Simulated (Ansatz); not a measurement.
The reference is KI in the rock salt structure (space group Fm-3m, No. 225; a = 7.182 Å).

The change: cell and atoms relaxed at a pressure of 10 GPa.

Level of theory: PBE in Ansatz (plane waves to 420 eV, PAW, spin-orbit coupling left out).

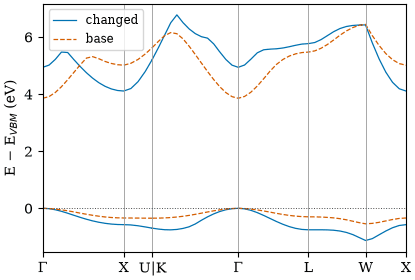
Fig. 1. Highest valence and lowest conduction band along the path, each from its own valence-band maximum

Problem. Read the changed gap and its character from the plot.

Solution. About 4.1 eV, indirect, Γ → X.

With I present, leaving out spin-orbit coupling can change the band edges. Load acts through the strain it causes; cell and atoms are relaxed under it. Stability against distortions was not tested. No other phases were tried under pressure.

Ansatz is a program for electronic structure.
